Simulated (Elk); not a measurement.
**E(M) of TiCo**

How stiff is the moment of TiCo, and are there other minima?

Program: Elk 11.2.3 (patched build). Level of theory: LDA (Perdew-Wang); all-electron APW+lo, Dirac cores, scalar-relativistic bands. Results are calculated unless marked as measured.

## (1) The structure

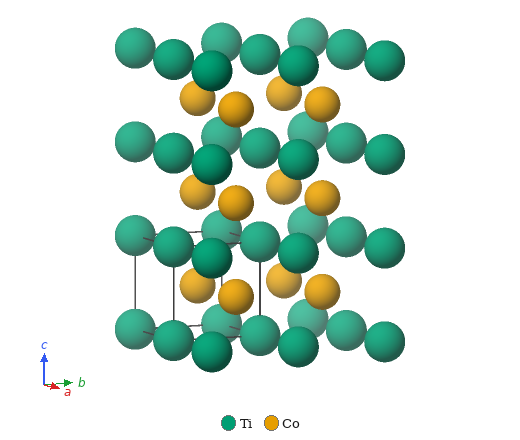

The cell as given, slightly off an axis (titanium teal, cobalt orange). 2×2×3 cells are drawn. Some periodic images of atoms are drawn too.

The cell comes from a database of computed structures and need not be the stable phase.

## (2) The free run

The free run shows where the moment settles by itself and gives the state from which the held runs start.

Moments are seeded by fields in the spheres (the last three columns under atoms), set against the wanted direction and reduced each loop.

The input, elk.in:

```
tasks
  0

xctype
  3

rgkmax
  7.0

nempty
  14

swidth
  0.005

reducebf
  0.5

epsengy
  1e-05

maxscl
  120

lmaxi
  2

spincore
  .true.

spinpol
  .true.

sppath
  './'

avec
  5.64293194884 0.00000000000 0.00000000000
  0.00000000000 5.64293194884 0.00000000000
  0.00000000000 0.00000000000 5.64293194884

atoms
  2
  'Ti.in'
  1
  0.0000000000 0.0000000000 0.0000000000   0.000000 0.000000 0.000000
  'Co.in'
  1
  0.5000000000 0.5000000000 0.5000000000   0.000000 0.000000 -0.150000

ngridk
  8 8 8
```

Launch:

```bash
$ OMP_NUM_THREADS=2 elk
```

Numbers of over 12 decimals in the logs are rounded to 6 here.

Log:

```text
Info(gndstate): no moment of its own; a second start begins; STATE.OUT holds the state before
Info(gndstate): the second start gave no lower state; one of another order, or behind a
 stronger field, isn't excluded
Warning(gndstate): core states of species 2 leak from the muffin-tin :   0.5088301593E-03

--- INFO.OUT ---
┌─────────────────────────┐
│ Elk code version 11.2.3 │
└─────────────────────────┘

All units are atomic (Hartree, Bohr, etc.)

┌─────────────────────────────────────────────────┐
│ Ground-state run starting from atomic densities │
└─────────────────────────────────────────────────┘

Lattice vectors :
   5.642931949       0.000000000       0.000000000
   0.000000000       5.642931949       0.000000000
   0.000000000       0.000000000       5.642931949

Reciprocal lattice vectors :
   1.113461116       0.000000000       0.000000000
   0.000000000       1.113461116       0.000000000
   0.000000000       0.000000000       1.113461116

Unit cell volume      :    179.6860818
Brillouin zone volume :    1.380464257

Muffin-tin inner radius fraction :   0.1000000000E-01

Nuclei treated as point charges

Species : 1 (Ti)
 parameters loaded from : Ti.in
 name : titanium
 nuclear charge    :   -22.00000000
 electronic charge :    22.00000000
 atomic mass :    87256.20317
 muffin-tin radius :    2.400000000
 number of radial points in muffin-tin :    497
 inner part over the whole radius :   0.9985722337E-02
 number on inner part of muffin-tin    :    350
 approximate nuclear radius :   0.6805665174E-04
 number of mesh points to nuclear radius :    163
 atomic positions (lattice), magnetic fields (Cartesian) :
  1 :   0.00000000  0.00000000  0.00000000    0.00000000  0.00000000  0.00000000

Species : 2 (Co)
 parameters loaded from : Co.in
 name : cobalt
 nuclear charge    :   -27.00000000
 electronic charge :    27.00000000
 atomic mass :    107428.6517
 muffin-tin radius :    2.400000000
 number of radial points in muffin-tin :    497
 inner part over the whole radius :   0.9997676968E-02
 number on inner part of muffin-tin    :    351
 approximate nuclear radius :   0.7243775530E-04
 number of mesh points to nuclear radius :    167
 atomic positions (lattice), magnetic fields (Cartesian) :
  1 :   0.50000000  0.50000000  0.50000000    0.00000000  0.00000000 -0.15000000

Total number of atoms per unit cell :    2
Total muffin-tin volume :    115.8116716
 ratio of muffin-tin to unit cell volume :   0.6445222156

Spin treatment :
 spin-polarised
 spin-polarised core states
 global magnetic field (Cartesian) :    0.000000000       0.000000000       0.000000000
 collinear magnetisation in z-direction

Number of Bravais lattice symmetries :   48
Number of crystal symmetries         :   48
Crystal has inversion symmetry
Real symmetric eigensolver will be used

k-point grid :      8     8     8
k-point offset :    0.000000000       0.000000000       0.000000000
k-point set is reduced with full crystal symmetry group
Total number of k-points :       35

Muffin-tin radius times maximum |G+k| :    7.000000000
 using average radius
Maximum |G+k| for APW functions       :    2.916666667
Maximum (1/2)|G+k|²                   :    4.253472222
Maximum |G| for potential and density :    12.00000000
Constant for pseudocharge density :    7
 order of it for each species :   14  14
 order of it for pair densities of each species (exact exchange by exxq0 0: 14) :   10  10
Radial integration step length :    1

G-vector grid sizes :     24    24    24
Number of G-vectors :     5257

Maximum angular momentum used for
 APW functions            :    8
 outer part of muffin-tin :    6
 inner part of muffin-tin :    2

Total nuclear charge    :   -49.00000000
Total core charge       :    22.00000000
Total valence charge    :    27.00000000
Total excess charge     :    0.000000000
Total electronic charge :    49.00000000

Effective Wigner radius, rₛ :   0.9566283558

Number of empty states         :     28
Total number of valence states :     84
Total number of core states    :     22

Third-order local-orbitals added for an l without core states : T
Total number of local-orbitals :     40

Exchange-correlation functional :      3     0     0
 Perdew-Wang/Ceperley-Alder, Phys. Rev. B 45, 13244 (1992)
 gradient requirement :    0
 local density approximation (LDA)

Smearing type :    3
 Fermi-Dirac
Smearing width :   0.5000000000E-02
Effective electronic temperature (K) :    1578.875124

Mixing type :    3
 Broyden mixing, J. Phys. A: Math. Gen. 17, L317 (1984)

Kohn-Sham potential initialised from atomic data

┌──────────────────────────────┐
│ Self-consistent loop started │
└──────────────────────────────┘

┌─────────────────┐
│ Loop number : 1 │
└─────────────────┘

Energies :
 Fermi                       :     0.222190
 sum of occupied eigenvalues :     -1302.0228368895
 electron kinetic            :      2270.6706703278
 core electron kinetic       :      2065.5505409813
 Coulomb                     :     -4416.1648922397
 Coulomb potential           :     -3436.9511722249
 nuclear-nuclear             :     -389.36689391493
 electron-nuclear            :     -4631.5161284458
 Hartree                     :      604.71813012105
 Madelung                    :     -2697.6893061272
 xc potential                :     -135.67119885484
 xc effective B-field        :    -0.31635537846144E-01
 external B-field            :      0.000000
 exchange                    :     -93.617192989700
 correlation                 :     -4.147896
 electron entropic           :    -0.24894582343541E-02
 total energy                :     -2243.2618004702
 (external B-field energy excluded from total)

Density of states at Fermi energy :    27.85299191
 (states/Hartree/unit cell)

Estimated indirect band gap :   0.5903520619E-03
 from k-point 34 to k-point 5
Estimated direct band gap   :   0.2397448458E-02
 at k-point 25

Charges :
 core                        :    22.00000000
 valence                     :    27.00000000
 interstitial                :    2.185894520
 muffin-tins (core leakage)
  species : 1 (Ti)
   atom 1                    :    19.80843473     ( -0.3536547027E-05)
  species : 2 (Co)
   atom 1                    :    27.00567075     (  0.5208468521E-03)
 total in muffin-tins        :    46.81410548
 total calculated charge     :    48.99929471
 total charge                :    49.00000000
 error                       :   0.7052883399E-03

Moments :
 interstitial                :  -0.1046170609
 muffin-tins
  species : 1 (Ti)
   atom 1                    :  -0.1610685426
  species : 2 (Co)
   atom 1                    :    1.185222923
 total in muffin-tins        :    1.024154380
 total moment                :   0.9195373195

┌─────────────────┐
│ Loop number : 2 │
└─────────────────┘

Energies :
 Fermi                       :     0.223603
 sum of occupied eigenvalues :     -1301.9634102355
 electron kinetic            :      2270.3744127231
 core electron kinetic       :      2065.6131268147
 Coulomb                     :     -4415.8299924264
 Coulomb potential           :     -3437.4532596325
 nuclear-nuclear             :     -389.36689391493
 electron-nuclear            :     -4630.3468471349
 Hartree                     :      603.88374862347
 Madelung                    :     -2697.1033626101
 xc potential                :     -134.81433438893
 xc effective B-field        :    -0.34007710918441E-01
 external B-field            :      0.000000
 exchange                    :     -93.576393227708
 correlation                 :     -4.146474
 electron entropic           :    -0.24949922215242E-02
 total energy                :     -2243.1809419095
 (external B-field energy excluded from total)

Density of states at Fermi energy :    27.64581800
 (states/Hartree/unit cell)

Estimated indirect band gap :   0.1575562377E-02
 from k-point 5 to k-point 25
Estimated direct band gap   :   0.1230875277E-01
 at k-point 23

Charges :
 core                        :    22.00000000
 valence                     :    27.00000000
 interstitial                :    2.200446946
 muffin-tins (core leakage)
  species : 1 (Ti)
   atom 1                    :    19.85571575     ( -0.3536548460E-05)
  species : 2 (Co)
   atom 1                    :    26.94383730     (  0.5210964012E-03)
 total in muffin-tins        :    46.79955305
 total calculated charge     :    48.99929344
 total charge                :    49.00000000
 error                       :   0.7065583367E-03

Moments :
 interstitial                :  -0.1073615065
 muffin-tins
  species : 1 (Ti)
   atom 1                    :  -0.1693879466
  species : 2 (Co)
   atom 1                    :    1.222007456
 total in muffin-tins        :    1.052619509
 total moment                :   0.9452580029

RMS change in Kohn-Sham potential (target) :   0.4130814808     (  0.1000000000E-05)
Absolute change in total energy (target)   :   0.8085856064E-01 (  0.1000000000E-04)

[... loops 3 to 65 left out ...]

┌──────────────────┐
│ Loop number : 66 │
└──────────────────┘

Energies :
 Fermi                       :     0.305987
 sum of occupied eigenvalues :     -1298.7754835994
 electron kinetic            :      2270.5663540401
 core electron kinetic       :      2065.9051086418
 Coulomb                     :     -4416.0930367864
 Coulomb potential           :     -3440.1017107027
 nuclear-nuclear             :     -389.36689391493
 electron-nuclear            :     -4628.3606935468
 Hartree                     :      601.63455067534
 Madelung                    :     -2696.0421814351
 xc potential                :     -129.24012693429
 xc effective B-field        :    -0.22634108280939E-08
 external B-field            :      0.000000
 exchange                    :     -93.503548221592
 correlation                 :     -4.148118
 electron entropic           :    -0.56911010881132E-02
 total energy                :     -2243.1840398589
 (external B-field energy excluded from total)

Density of states at Fermi energy :    68.65288906
 (states/Hartree/unit cell)

Estimated indirect band gap :   0.2935288589E-02
 from k-point 19 to k-point 25
Estimated direct band gap   :   0.3688136653E-02
 at k-point 19

Charges :
 core                        :    22.00000000
 valence                     :    27.00000000
 interstitial                :    2.167064898
 muffin-tins (core leakage)
  species : 1 (Ti)
   atom 1                    :    20.44086227     ( -0.3536577761E-05)
  species : 2 (Co)
   atom 1                    :    26.39207283     (  0.5088301594E-03)
 total in muffin-tins        :    46.83293510
 total calculated charge     :    48.99932673
 total charge                :    49.00000000
 error                       :   0.6732706782E-03

Moments :
 interstitial                :  -0.2290457639E-04
 muffin-tins
  species : 1 (Ti)
   atom 1                    :  -0.2706586086E-04
  species : 2 (Co)
   atom 1                    :   0.3121543707E-03
 total in muffin-tins        :   0.2850885099E-03
 total moment                :   0.2621839335E-03

RMS change in Kohn-Sham potential (target) :   0.2626269497E-06 (  0.1000000000E-05)
Absolute change in total energy (target)   :   0.2598718766E-05 (  0.1000000000E-04)

Convergence targets achieved

┌──────────────────┐
│ Loop number : 67 │
└──────────────────┘

Energies :
 Fermi                       :     0.305987
 sum of occupied eigenvalues :     -1298.7754835578
 electron kinetic            :      2270.5663538860
 core electron kinetic       :      2065.9051086594
 Coulomb                     :     -4416.0930366113
 Coulomb potential           :     -3440.1017108854
 nuclear-nuclear             :     -389.36689391493
 electron-nuclear            :     -4628.3606930165
 Hartree                     :      601.63455032013
 Madelung                    :     -2696.0421811686
 xc potential                :     -129.24012655587
 xc effective B-field        :    -0.22438391085425E-08
 external B-field            :      0.000000
 exchange                    :     -93.503548203354
 correlation                 :     -4.148118
 electron entropic           :    -0.56911011430509E-02
 total energy                :     -2243.1840398191
 (external B-field energy excluded from total)

Density of states at Fermi energy :    68.65288981
 (states/Hartree/unit cell)

Estimated indirect band gap :   0.2935291853E-02
 from k-point 19 to k-point 25
Estimated direct band gap   :   0.3688143869E-02
 at k-point 19

Charges :
 core                        :    22.00000000
 valence                     :    27.00000000
 interstitial                :    2.167064904
 muffin-tins (core leakage)
  species : 1 (Ti)
   atom 1                    :    20.44086229     ( -0.3536577454E-05)
  species : 2 (Co)
   atom 1                    :    26.39207281     (  0.5088301593E-03)
 total in muffin-tins        :    46.83293510
 total calculated charge     :    48.99932673
 total charge                :    49.00000000
 error                       :   0.6732706786E-03

Moments :
 interstitial                :  -0.2288177257E-04
 muffin-tins
  species : 1 (Ti)
   atom 1                    :  -0.2708799597E-04
  species : 2 (Co)
   atom 1                    :   0.3119242704E-03
 total in muffin-tins        :   0.2848362745E-03
 total moment                :   0.2619545019E-03

┌──────────────────────────────┐
│ Self-consistent loop stopped │
└──────────────────────────────┘

Warning : core states of species 2 leak from the muffin-tin :   0.5088301593E-03

Wrote STATE.OUT
```

It took 2 min on 2 threads of Arm Neoverse V1, shared host; peak memory 0.08 GiB.

The moments died away, and this build then starts once more from a stronger push, within the same count of loops. That gave no lower state.

Spin moment in the muffin-tin sphere by atom:

```
atom  spin moment in the muffin-tin sphere (μB)
 Ti1                                     0.0000
 Co2                                     0.0003
```

This step gave:

```
final state : non-magnetic
```

After 67 cycles the seed has died away: no moment is left.

## (3) Moment fixed at 0 μB

Holding the total moment away from its free value maps the energy around and beyond the minimum.

A uniform field is adjusted until the total moment meets the target; the run goes on from the state before.

elk.in: that of step 2 with these lines changed.

```diff
@@ -1,3 +1,3 @@
 tasks
-  0
+  1
 
@@ -33,2 +33,11 @@
 
+fsmtype
+  1
+
+momfix
+  0.000000 0.000000 0.000000
+
+taufsm
+  0.01
+
 sppath
@@ -48,3 +57,3 @@
   1
-  0.5000000000 0.5000000000 0.5000000000   0.000000 0.000000 -0.150000
+  0.5000000000 0.5000000000 0.5000000000   0.000000 0.000000 -0.000150
```

Launch:

```bash
$ OMP_NUM_THREADS=2 elk
```

Log:

```text
Warning(gndstate): core states of species 2 leak from the muffin-tin :   0.5088301693E-03

--- INFO.OUT ---
┌─────────────────────────┐
│ Elk code version 11.2.3 │
└─────────────────────────┘

All units are atomic (Hartree, Bohr, etc.)

┌──────────────────────────────────────────┐
│ Ground-state run resuming from STATE.OUT │
└──────────────────────────────────────────┘

Lattice vectors :
   5.642931949       0.000000000       0.000000000
   0.000000000       5.642931949       0.000000000
   0.000000000       0.000000000       5.642931949

Species : 1 (Ti)
 muffin-tin radius :    2.400000000
 atomic positions (lattice), magnetic fields (Cartesian) :
  1 :   0.00000000  0.00000000  0.00000000    0.00000000  0.00000000  0.00000000

Species : 2 (Co)
 muffin-tin radius :    2.400000000
 atomic positions (lattice), magnetic fields (Cartesian) :
  1 :   0.50000000  0.50000000  0.50000000    0.00000000  0.00000000  0.00000000

Total number of atoms per unit cell :    2
Total muffin-tin volume :    115.8116716
 ratio of muffin-tin to unit cell volume :   0.6445222156

Spin treatment :
 spin-polarised
 spin-polarised core states
 global magnetic field (Cartesian) :    0.000000000       0.000000000       0.000000000
 collinear magnetisation in z-direction
 fixed spin moment (FSM) calculation, type :    1
  fixing total moment to (Cartesian) :
     0.000000000       0.000000000       0.000000000

Number of Bravais lattice symmetries :   48
Number of crystal symmetries         :   48
Crystal has inversion symmetry
Real symmetric eigensolver will be used

k-point grid :      8     8     8
k-point offset :    0.000000000       0.000000000       0.000000000
k-point set is reduced with full crystal symmetry group
Total number of k-points :       35

Muffin-tin radius times maximum |G+k| :    7.000000000
 using average radius
Maximum |G+k| for APW functions       :    2.916666667
Maximum (1/2)|G+k|²                   :    4.253472222
Maximum |G| for potential and density :    12.00000000
Constant for pseudocharge density :    7
 order of it for each species :   14  14
 order of it for pair densities of each species (exact exchange by exxq0 0: 14) :   10  10
Radial integration step length :    1

G-vector grid sizes :     24    24    24
Number of G-vectors :     5257

Maximum angular momentum used for
 APW functions            :    8
 outer part of muffin-tin :    6

Number of empty states         :     28
Total number of valence states :     84
Total number of core states    :     22

Third-order local-orbitals added for an l without core states : T
Total number of local-orbitals :     40

Exchange-correlation functional :      3     0     0
 Perdew-Wang/Ceperley-Alder, Phys. Rev. B 45, 13244 (1992)
 gradient requirement :    0
 local density approximation (LDA)

Smearing type :    3
 Fermi-Dirac
Smearing width :   0.5000000000E-02
Effective electronic temperature (K) :    1578.875124

Mixing type :    1
 Adaptive linear mixing

Potential read in from STATE.OUT

┌──────────────────────────────┐
│ Self-consistent loop started │
└──────────────────────────────┘

[... earlier loops left out ...]

┌─────────────────┐
│ Loop number : 3 │
└─────────────────┘

Energies :
 Fermi                       :     0.305987
 sum of occupied eigenvalues :     -1298.7754826450
 electron kinetic            :      2270.5663545737
 core electron kinetic       :      2065.9051084449
 Coulomb                     :     -4416.0930374276
 Coulomb potential           :     -3440.1017094953
 nuclear-nuclear             :     -389.36689391493
 electron-nuclear            :     -4628.3606960718
 Hartree                     :      601.63455255913
 Madelung                    :     -2696.0421826800
 xc potential                :     -129.24012772215
 xc effective B-field        :    -0.94938641505782E-09
 external B-field            :      0.000000
 exchange                    :     -93.503548326522
 correlation                 :     -4.148118
 electron entropic           :    -0.56911006678394E-02
 total energy                :     -2243.1840400751
 (external B-field energy excluded from total)

Density of states at Fermi energy :    68.65288161
 (states/Hartree/unit cell)

Estimated indirect band gap :   0.2936158180E-02
 from k-point 19 to k-point 25
Estimated direct band gap   :   0.3690289805E-02
 at k-point 19

Charges :
 core                        :    22.00000000
 valence                     :    27.00000000
 interstitial                :    2.167064784
 muffin-tins (core leakage)
  species : 1 (Ti)
   atom 1                    :    20.44086226     ( -0.3536577772E-05)
  species : 2 (Co)
   atom 1                    :    26.39207296     (  0.5088301693E-03)
 total in muffin-tins        :    46.83293522
 total calculated charge     :    48.99932673
 total charge                :    49.00000000
 error                       :   0.6732706926E-03

Moments :
 interstitial                :  -0.4598836977E-04
 muffin-tins
  species : 1 (Ti)
   atom 1                    :  -0.1097119159E-03
  species : 2 (Co)
   atom 1                    :   0.1616745725E-03
 total in muffin-tins        :   0.5196265662E-04
 total moment                :   0.5974286850E-05

FSM global effective field   :   0.3490641668E-05

┌──────────────────────────────┐
│ Self-consistent loop stopped │
└──────────────────────────────┘

Warning : core states of species 2 leak from the muffin-tin :   0.5088301693E-03

Wrote STATE.OUT
```

Elapsed: 5.8 s, on 2 threads; peak memory 0.08 GiB; 11 s of CPU time.

Numbers from this step:

```yaml
magnetization: 0 μB
```

Its energy is that of the free run within the threshold.

(Part 1 of 2 ends here.)

[Logs and program files are shortened in this print: banners, set-up blocks, solver, clock and traceback lines can be left out without a mark of their own.]

[Logs are printed without paths, hosts, clocks, repeated set-up lines and the standing remarks that a program may print on its own settings, such as how far it seeks lower states.]

[Hosts, paths, dates, database ids (printed as entryN), source tags and the programs' standing remarks are cut or masked in the printed files.]

[Where a cell is said to come from a database of computed structures, the database is the Materials Project.]
